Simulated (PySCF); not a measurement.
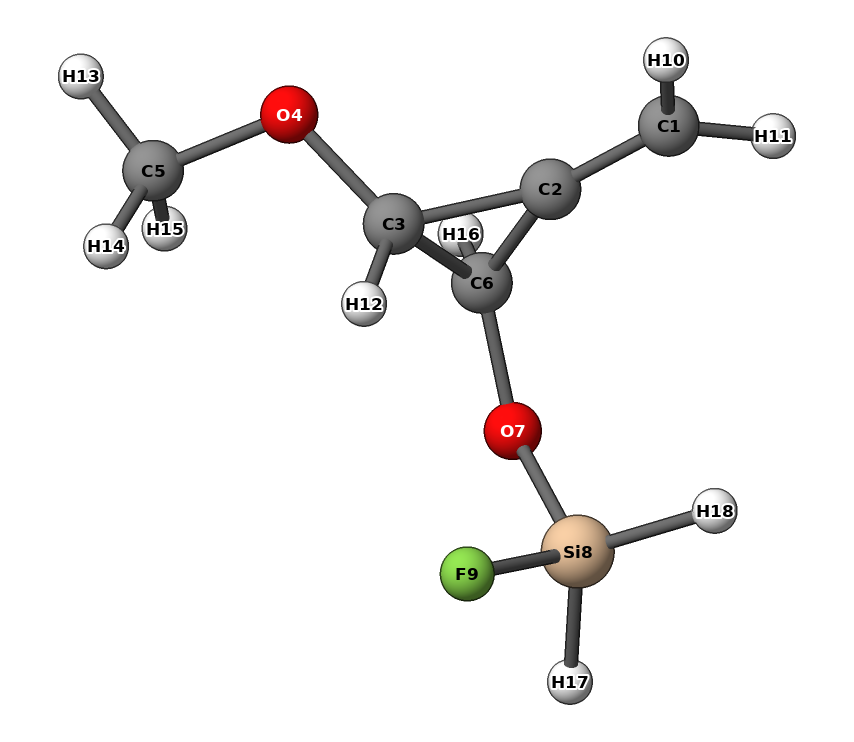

The questions are on isotropic NMR shieldings of the C atoms. The geometry was computed by an optimisation with GFN2-xTB. No frequency run is at hand to confirm it as a minimum. Level of theory: GIAO PBE0/pcSseg-1 NMR shielding, non-relativistic, gas phase (PySCF 2.14.0).

Question: Which C atom is the most shielded (lowest chemical shift)?

Answer: C6 (129.5 ppm).

Question: Which C atom is the least shielded (highest chemical shift)?

Answer: C2 (43.4 ppm).

Question: How wide is the range of C shifts?

Answer: 86.1 ppm.

Give the isotropic NMR shieldings of the C atoms atom by atom.

```json
{"atom": "C1", "σ (ppm)": "63.9"}
{"atom": "C2", "σ (ppm)": "43.4"}
{"atom": "C3", "σ (ppm)": "120.9"}
{"atom": "C5", "σ (ppm)": "126.7"}
{"atom": "C6", "σ (ppm)": "129.5"}
```

The geometry is semi-empirical. Around Si such bond lengths and angles can be off by a tenth of an ångström or more and by several degrees, and values that hang on the shape move with them.
